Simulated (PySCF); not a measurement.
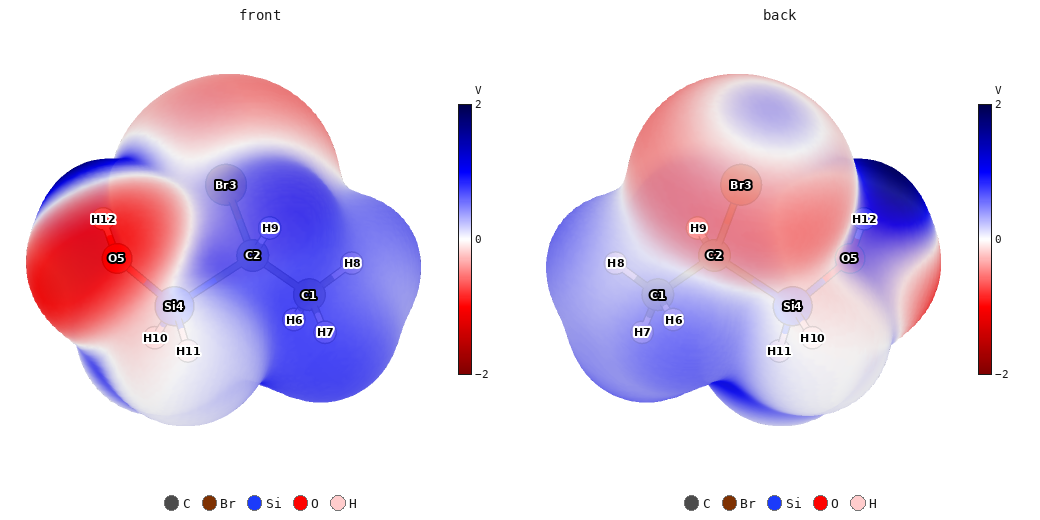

C$_{2}$H$_{7}$BrOSi. The electrostatic potential painted on the density surface at 0.001 e/bohr³, seen from the front and from behind; red is negative and blue positive.

Geometry: GFN2-xTB.

Computed with B3LYP/def2-SVPD, SCF density, gas phase (PySCF 2.14.0).

```tsv
atom	x (Å)	y (Å)	z (Å)
C	1.6707	-0.3519	-0.0014
C	0.4159	0.4673	0.2002
Br	0.3470	1.8996	-1.1733
Si	-1.2237	-0.5169	0.0520
O	-2.4857	0.4746	0.2419
H	1.6561	-0.8498	-0.9692
H	1.7239	-1.1148	0.7742
H	2.5684	0.2634	0.0555
H	0.4722	1.0179	1.1403
H	-1.2117	-1.1478	-1.2662
H	-1.3423	-1.4201	1.1850
H	-2.5897	1.2778	-0.2650
```

Where is the surface potential most negative and most positive?

Answer. The most negative region (about −1.1 V) lies over O5, the most positive (about +1.7 V) over H12. Br3 shows a σ-hole: about +0.3 V at the tip opposite its bond, against about −0.3 V on its flanks. O5 is the likeliest acceptor of a hydrogen bond.
